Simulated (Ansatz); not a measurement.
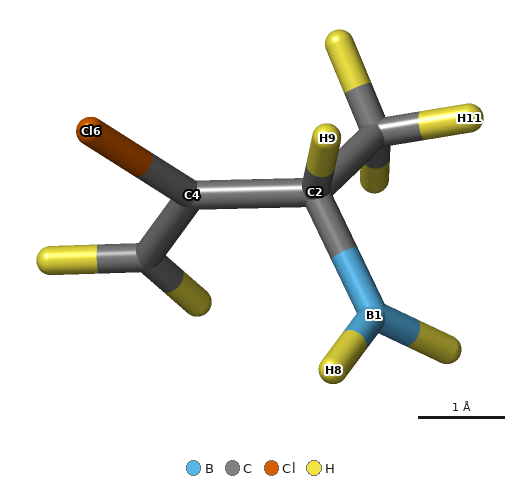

Figure 1. The starting structure (stick view, seen at a tilt; atoms are numbered from 1 in the order of the input). Bond lengths as drawn: B–C 1.62 Å, B–H 1.16 Å, C–C 1.38 to 1.52 Å, C–Cl 1.79 Å and C–H 1.06 to 1.15 Å.

# C4H8BCl: geometry relaxation (part 1 of 2)

System: C4H8BCl.
Method: RKS PBE0/def2-SVP (Ansatz 0.2.0).

It belongs to a series of runs on one base structure; here: end point A relaxed. Figures and captions count atoms from 1; the log counts them from 0 in places.

What the program printed
```
The last accepted step is kept in [file] (removed where the run ends without a failure and the disk answers)
Engine: ansatz 0.2.0, x86_64-unknown-linux-gnu
Functional definition: PBE0
  parameter a = 0.25
  parameter kappa = 0.804
  parameter beta = 0.06672455060314922
  exchange = (1 - a)*pbe_x(kappa = kappa, mu = beta*pi^2/3) + a*exact_x
  correlation = pbe_c(beta = beta)
1445 factors; integrals over basis functions are off by at most 4.0e-4 eV
mean field evaluation 1: about -17450.5500 eV, gradient 5.2e1 eV
mean field evaluation 2: about -17446.7265 eV, gradient 6.4e1 eV
mean field evaluation 4: about -17457.6889 eV, gradient 3.3e0 eV
mean field evaluation 8: about -17457.7634 eV, gradient 4.6e-2 eV
mean field evaluation 16: about -17457.7634 eV, gradient 2.0e-5 eV
mean field -17457.76338390 eV, -641.5609710614 hartree, gradient 2.0e-5 eV, S^2 0.000000; 0 other end points of the search recorded, 0 dependent functions left out
the calculation of the forces begins
reference -17457.76341228 eV, -641.5609721044 hartree; 27, 27 occupied and 101, 101 virtual orbitals, 1445 factors
relax step   1: F+E_penalty+E_count = -17457.76338390 eV  Δ(F+E_penalty+E_count) = +0.000e0 eV  max|allowed force component| = 3.142e0 eV/Å  Δτ_max = 0.0000 Å  (27 SCF iters, accepted)
these checks for a lower state are left out or cut short: starts, cluster_reference, orbital_swaps, neighbouring_geometries, increment
1445 factors; integrals over basis functions are off by at most 3.4e-4 eV
mean field -17458.07719668 eV, -641.5725034683 hartree, gradient 2.5e-5 eV, S^2 0.000000; 0 other end points of the search recorded, 0 dependent functions left out
[... from here on the field's lines of each further geometry are left out, up to the last ...]
relax step   2: F+E_penalty+E_count = -17458.07719668 eV  Δ(F+E_penalty+E_count) = -3.138e-1 eV  max|allowed force component| = 1.449e0 eV/Å  Δτ_max = 0.1626 Å  (29 SCF iters, accepted)
relax step   3: F+E_penalty+E_count = -17458.21722642 eV  Δ(F+E_penalty+E_count) = -1.400e-1 eV  max|allowed force component| = 5.863e-1 eV/Å  Δτ_max = 0.1028 Å  (29 SCF iters, accepted)
relax step   4: F+E_penalty+E_count = -17458.24573446 eV  Δ(F+E_penalty+E_count) = -2.851e-2 eV  max|allowed force component| = 2.938e-1 eV/Å  Δτ_max = 0.1324 Å  (30 SCF iters, accepted)
relax step   5: F+E_penalty+E_count = -17458.26555715 eV  Δ(F+E_penalty+E_count) = -1.982e-2 eV  max|allowed force component| = 2.372e-1 eV/Å  Δτ_max = 0.0808 Å  (30 SCF iters, accepted)
relax step   6: F+E_penalty+E_count = -17458.28650602 eV  Δ(F+E_penalty+E_count) = -2.095e-2 eV  max|allowed force component| = 2.097e-1 eV/Å  Δτ_max = 0.1403 Å  (30 SCF iters, accepted)
relax step   7: F+E_penalty+E_count = -17458.31004740 eV  Δ(F+E_penalty+E_count) = -2.354e-2 eV  max|allowed force component| = 2.291e-1 eV/Å  Δτ_max = 0.1938 Å  (29 SCF iters, accepted)
relax step   8: F+E_penalty+E_count = -17458.32033889 eV  Δ(F+E_penalty+E_count) = -1.029e-2 eV  max|allowed force component| = 4.591e-1 eV/Å  Δτ_max = 0.1707 Å  (29 SCF iters, accepted)
relax step   9: F+E_penalty+E_count = -17458.34287064 eV  Δ(F+E_penalty+E_count) = -2.253e-2 eV  max|allowed force component| = 4.237e-1 eV/Å  Δτ_max = 0.1085 Å  (29 SCF iters, accepted)
relax step  10: F+E_penalty+E_count = -17458.35776798 eV  Δ(F+E_penalty+E_count) = -1.490e-2 eV  max|allowed force component| = 4.814e-1 eV/Å  Δτ_max = 0.1979 Å  (29 SCF iters, accepted)
relax step  11: F+E_penalty+E_count = -17458.36876185 eV  Δ(F+E_penalty+E_count) = -1.099e-2 eV  max|allowed force component| = 5.084e-1 eV/Å  Δτ_max = 0.0790 Å  (32 SCF iters, accepted)
relax step  12: F+E_penalty+E_count = -17458.38495690 eV  Δ(F+E_penalty+E_count) = -1.620e-2 eV  max|allowed force component| = 4.004e-1 eV/Å  Δτ_max = 0.1365 Å  (30 SCF iters, accepted)
relax step  13: F+E_penalty+E_count = -17458.39962641 eV  Δ(F+E_penalty+E_count) = -1.467e-2 eV  max|allowed force component| = 5.101e-1 eV/Å  Δτ_max = 0.1307 Å  (30 SCF iters, accepted)
relax step  14: F+E_penalty+E_count = -17458.41179369 eV  Δ(F+E_penalty+E_count) = -1.217e-2 eV  max|allowed force component| = 3.461e-1 eV/Å  Δτ_max = 0.0675 Å  (30 SCF iters, accepted)
relax step  15: F+E_penalty+E_count = -17458.42123324 eV  Δ(F+E_penalty+E_count) = -9.440e-3 eV  max|allowed force component| = 1.369e-1 eV/Å  Δτ_max = 0.0785 Å  (30 SCF iters, accepted)
relax step  16: F+E_penalty+E_count = -17458.42606978 eV  Δ(F+E_penalty+E_count) = -4.837e-3 eV  max|allowed force component| = 9.951e-2 eV/Å  Δτ_max = 0.0781 Å  (30 SCF iters, accepted)
relax step  17: F+E_penalty+E_count = -17458.43284718 eV  Δ(F+E_penalty+E_count) = -6.777e-3 eV  max|allowed force component| = 1.179e-1 eV/Å  Δτ_max = 0.1005 Å  (30 SCF iters, accepted)
relax step  18: F+E_penalty+E_count = -17458.44478272 eV  Δ(F+E_penalty+E_count) = -1.194e-2 eV  max|allowed force component| = 2.899e-1 eV/Å  Δτ_max = 0.1899 Å  (29 SCF iters, accepted)
relax step  19: F+E_penalty+E_count = -17458.46673337 eV  Δ(F+E_penalty+E_count) = -2.195e-2 eV  max|allowed force component| = 6.973e-1 eV/Å  Δτ_max = 0.1854 Å  (29 SCF iters, accepted)
relax step  20: F+E_penalty+E_count = -17458.50050746 eV  Δ(F+E_penalty+E_count) = -3.377e-2 eV  max|allowed force component| = 3.856e-1 eV/Å  Δτ_max = 0.1031 Å  (30 SCF iters, accepted)
relax step  21: F+E_penalty+E_count = -17458.51807461 eV  Δ(F+E_penalty+E_count) = -1.757e-2 eV  max|allowed force component| = 6.342e-1 eV/Å  Δτ_max = 0.1058 Å  (29 SCF iters, accepted)
relax step  22: F+E_penalty+E_count = -17458.52675834 eV  Δ(F+E_penalty+E_count) = -8.684e-3 eV  max|allowed force component| = 4.282e-1 eV/Å  Δτ_max = 0.0933 Å  (30 SCF iters, accepted)
relax step  23: F+E_penalty+E_count = -17458.53734917 eV  Δ(F+E_penalty+E_count) = -1.059e-2 eV  max|allowed force component| = 2.910e-1 eV/Å  Δτ_max = 0.0297 Å  (31 SCF iters, accepted)
relax step  24: F+E_penalty+E_count = -17458.53925147 eV  Δ(F+E_penalty+E_count) = -1.902e-3 eV  max|allowed force component| = 1.153e-1 eV/Å  Δτ_max = 0.0160 Å  (32 SCF iters, accepted)
relax step  25: F+E_penalty+E_count = -17458.54111376 eV  Δ(F+E_penalty+E_count) = -1.862e-3 eV  max|allowed force component| = 3.569e-2 eV/Å  Δτ_max = 0.0224 Å  (31 SCF iters, accepted)
relax step  26: F+E_penalty+E_count = -17458.54135636 eV  Δ(F+E_penalty+E_count) = -2.426e-4 eV  max|allowed force component| = 4.168e-2 eV/Å  Δτ_max = 0.0076 Å  (25 SCF iters, accepted)
the calculation of the forces begins
reference -17458.54157989 eV, -641.5895692366 hartree; 27, 27 occupied and 101, 101 virtual orbitals, 1445 factors
relax step  27: F+E_penalty+E_count = -17458.54155168 eV  Δ(F+E_penalty+E_count) = -1.953e-4 eV  max|allowed force component| = 1.262e-2 eV/Å  Δτ_max = 0.0092 Å  (25 SCF iters, accepted)
```

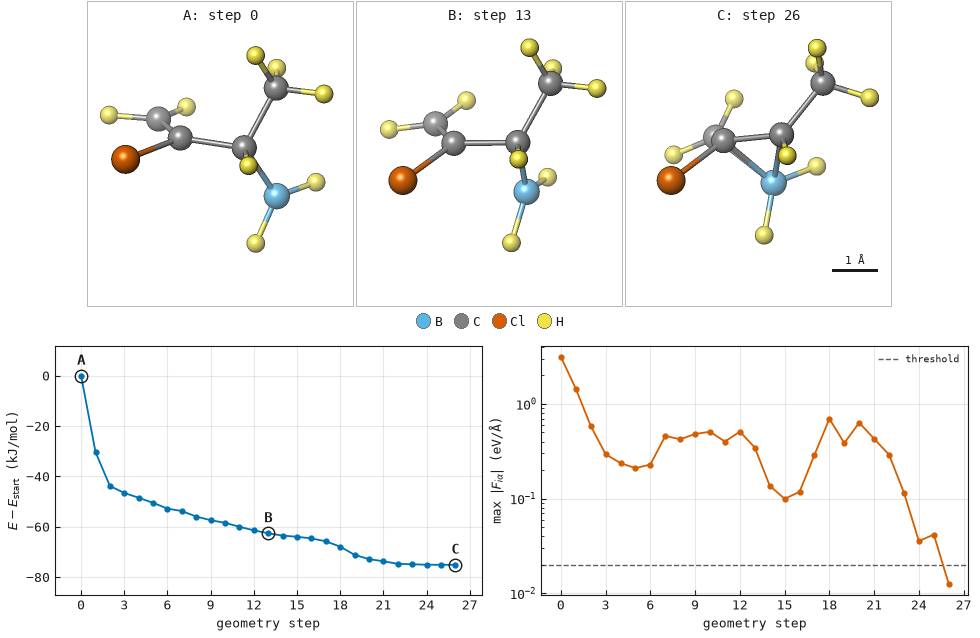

Figure 2. Frames of the relaxation (ball-and-stick view, seen at a tilt) above the curves, on which the letters mark them (the first geometry is step 0 here and step 1 in the log).

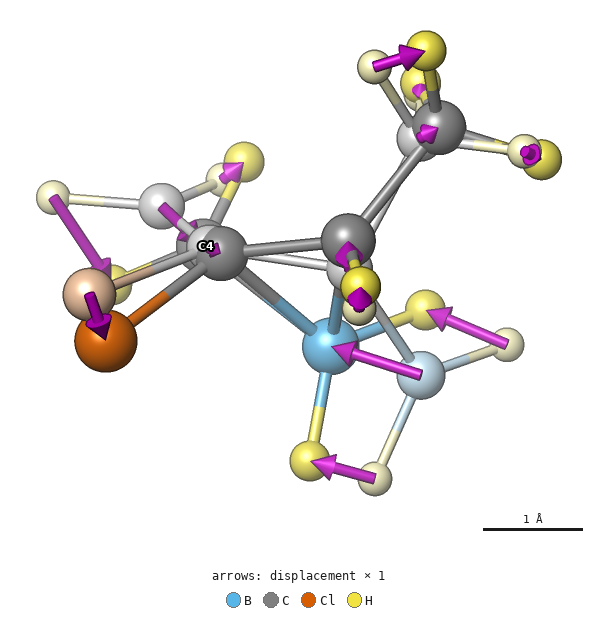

Figure 3. Start (faint) and end (solid) with the displacements as pink arrows, at true length (ball-and-stick view, seen at a tilt). The two geometries are laid on each other by the best rigid fit. H14 moves most after the best rigid fit: 1.14 Å. By element the largest moves are H 1.14 Å, B 0.98 Å, C 0.60 Å, Cl 0.55 Å. Among the contacts that change: B1–C5 3.201 → 1.723 Å, B1–C4 2.615 → 1.736 Å, B1–C2 1.616 → 1.823 Å, C2–C4 1.471 → 1.408 Å. New bonds form: B1–C4 (2.62 → 1.74 Å), B1–C5 (3.20 → 1.72 Å). Among the angles that change: B1–C2–C4 115.7° → 63.5°, C2–B1–H7 120.8° → 98.8°, C3–C2–C4 108.6° → 124.4°. The energy falls by 75.1 kJ/mol in 26 geometry steps. The largest force component goes from 3.1 to 0.013 eV/Å. (Atoms are counted from 1 in the order of the input.)

```
1445 factors; integrals over basis functions are off by at most 3.7e-4 eV
mean field -17458.54155168 eV, -641.5895681999 hartree, gradient 1.4e-5 eV, S^2 0.000000; 1 other end points of the search recorded, 0 dependent functions left out
the calculation of the forces begins
reference -17458.54157989 eV, -641.5895692366 hartree; 27, 27 occupied and 101, 101 virtual orbitals, 1445 factors
Total energy: -17458.54157989 eV, -641.5895692366 hartree
Atom 0 at    -0.799459    -0.958114    -0.064520 Å, force    -0.002210    -0.010452    -0.001369 eV/Å
Atom 1 at     0.572942    -0.035928     0.702497 Å, force    -0.002171     0.008519    -0.003952 eV/Å
Atom 2 at     1.737307     0.094267    -0.243169 Å, force    -0.006419     0.000161     0.001110 eV/Å
Atom 3 at    -0.646924     0.653384     0.562412 Å, force     0.000511     0.002319     0.001478 eV/Å
Atom 4 at    -1.357424     0.555612    -0.668275 Å, force     0.012620    -0.001788     0.003844 eV/Å
Atom 5 at    -1.558057     1.004208     2.001070 Å, force    -0.001858     0.001610     0.000492 eV/Å
Atom 6 at    -0.191716    -1.474933    -0.967956 Å, force     0.000799     0.000933     0.000310 eV/Å
Atom 7 at    -1.515171    -1.601308     0.658951 Å, force    -0.002246    -0.001669     0.000076 eV/Å
Atom 8 at     0.837915    -0.260845     1.740462 Å, force     0.000969     0.001080    -0.000823 eV/Å
Atom 9 at     2.421691     0.884101     0.108330 Å, force     0.001550     0.001604     0.004670 eV/Å
Atom 10 at     2.303998    -0.846390    -0.289869 Å, force     0.000789    -0.001962    -0.004644 eV/Å
Atom 11 at     1.421060     0.347850    -1.263844 Å, force     0.003650    -0.003590    -0.001313 eV/Å
Atom 12 at    -0.827778     0.772654    -1.597816 Å, force    -0.002067     0.002957    -0.001569 eV/Å
Atom 13 at    -2.411285     0.836241    -0.649274 Å, force    -0.003915     0.000277     0.001691 eV/Å
Dipole moment:     0.288452     0.277601    -0.120834 e Å
```

Trajectory as extended XYZ (Å, eV, eV/Å), 8 of the 27 frames kept, from step=1 to step=27
```
14
Properties=species:S:1:pos:R:3:forces:R:3 step=1 energy=-17457.76338
B    -0.2676   -1.7553    0.0451   -0.1870   2.2814   0.8444
C     0.2665   -0.3131    0.5423    1.2507  -1.0996   1.0672
C     1.4875    0.0984   -0.2592    2.2408   0.3089   2.0044
C    -0.7150    0.7815    0.4976   -2.9695   0.8774  -1.6828
C    -1.3499    1.1726   -0.6629   -0.1414   0.9685   3.1422
Cl   -1.2987    1.5383    2.0078    0.6161  -0.5462  -0.7066
H     0.2151   -2.2840   -0.8634    0.7062  -0.7057  -0.9641
H    -1.2146   -2.1697    0.5660   -1.0231  -0.7264   0.6187
H     0.5810   -0.4457    1.6424   -0.3477   0.0248  -1.2326
H     1.9088    1.0692    0.1557   -0.3640  -0.7718  -0.6152
H     2.3095   -0.6642   -0.0952   -0.6577   0.5755  -0.3823
H     1.3179    0.2063   -1.3126   -0.2648   0.0703  -0.9125
H    -1.1206    0.7655   -1.6123    0.4704  -0.6421  -1.1291
H    -2.1328    1.9710   -0.6223    0.6709  -0.6151  -0.0517
14
Properties=species:S:1:pos:R:3:forces:R:3 step=5 energy=-17458.26556
B    -0.3234   -1.6664    0.1105   -0.0418  -0.0018  -0.0799
C     0.3250   -0.2963    0.5273    0.0812   0.0481   0.1195
C     1.5686    0.1221   -0.2549   -0.0191  -0.0087  -0.0511
C    -0.7882    0.7229    0.4601   -0.0215  -0.1831   0.1924
C    -1.3534    1.1779   -0.6589    0.0103   0.1360  -0.2372
Cl   -1.4023    1.2934    1.9901    0.0401  -0.0831   0.0235
H     0.1378   -2.3130   -0.8051   -0.0578  -0.0069  -0.0141
H    -1.2846   -2.0838    0.7100   -0.0125   0.0050   0.0329
H     0.5766   -0.4296    1.5964    0.0332   0.1009  -0.0171
H     1.9878    1.0680    0.1180    0.0120   0.0314   0.0136
H     2.3490   -0.6506   -0.1852   -0.0045  -0.0071   0.0050
H     1.3372    0.2566   -1.3232    0.0381  -0.0192   0.0162
H    -0.9917    0.8494   -1.6387   -0.0277   0.0058   0.0668
H    -2.1513    1.9202   -0.6173   -0.0300  -0.0173  -0.0704
```
